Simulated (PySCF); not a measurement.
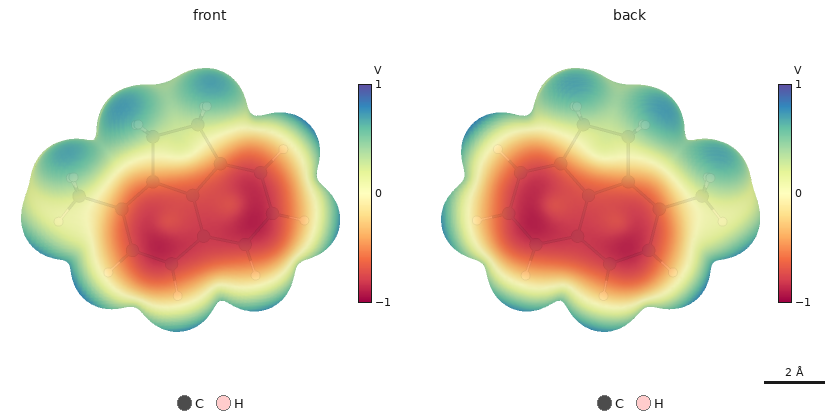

C13H12 (SMILES Cc1ccc2cccc3c2c1CC3). The electrostatic potential painted on the density surface at 0.002 e/bohr³, seen from the front and from behind; the colour scale runs from red (negative) to blue (positive).

Geometry: PBE0-D3(BJ)/def2-SVP.

Theory: PySCF 2.14.0, PBE0/pcSseg-1, SCF density, gas phase, non-relativistic.

```xyz
25

C     3.4440    0.4555   -0.7882
C     2.0533    0.9776   -0.5810
C     1.7879    2.3768   -0.5254
C     0.5249    2.9047   -0.3371
C    -0.5934    2.0447   -0.1864
C    -1.9524    2.4059    0.0128
C    -2.9171    1.4248    0.1374
C    -2.6081    0.0389    0.0756
C    -1.2990   -0.3404   -0.1155
C    -0.3157    0.6633   -0.2433
C     0.9725    0.1287   -0.4355
C     0.8786   -1.3772   -0.4430
C    -0.6293   -1.6899   -0.2261
H     3.5101   -0.1599   -1.7008
H     4.1744    1.2713   -0.8807
H     3.7609   -0.1864    0.0504
H     2.6333    3.0619   -0.6391
H     0.3858    3.9883   -0.3042
H    -2.2314    3.4614    0.0661
H    -3.9581    1.7213    0.2899
H    -3.4081   -0.6985    0.1805
H     1.2511   -1.7949   -1.3935
H     1.5067   -1.8206    0.3479
H    -0.7929   -2.2895    0.6838
H    -1.0481   -2.2758   -1.0600
```

Q: Describe the electrostatic potential map.

A: The most negative region (about −0.9 V) lies over the π face of the C atoms, the most positive (about +0.8 V) over the H atoms.
